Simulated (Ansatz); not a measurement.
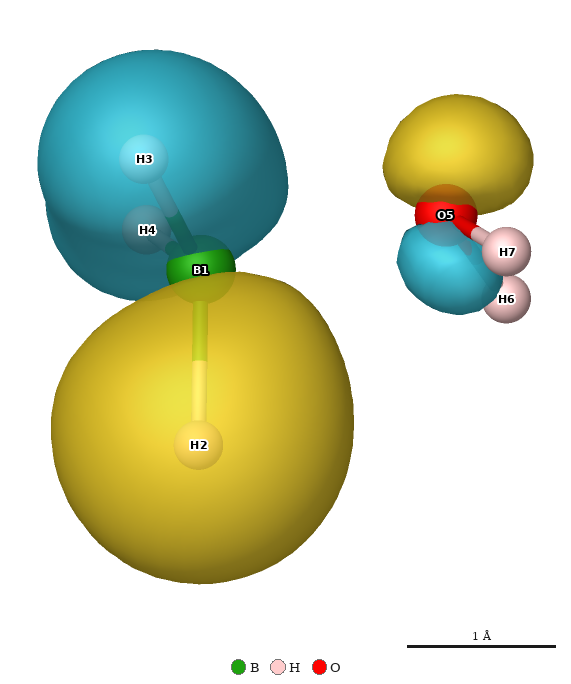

Figure 1: BH3···H2O. The HOMO at ±0.15 Å⁻³ᐟ² (yellow and cyan are the two phases), seen from one side.

The calculation used RKS B3LYP-D4/def2-SVP in Ansatz.

```xyz
7

B    -0.0175   -0.0066    0.0635
H    -0.3903    0.4955    1.1130
H     1.1390    0.2146   -0.2361
H    -0.8184    0.0460   -0.8490
O     0.0142   -1.6728    0.4075
H    -0.8777   -1.9467    0.6723
H     0.5851   -1.8175    1.1780
```

### Where does this orbital lie, and at what energy?

By Hirshfeld shares it lies mainly on B1 (about 40 %), H2 (about 35 %), H3 (about 10 %), H4 (about 10 %) and O5 (about 5 %). Its energy is −7.77 eV.
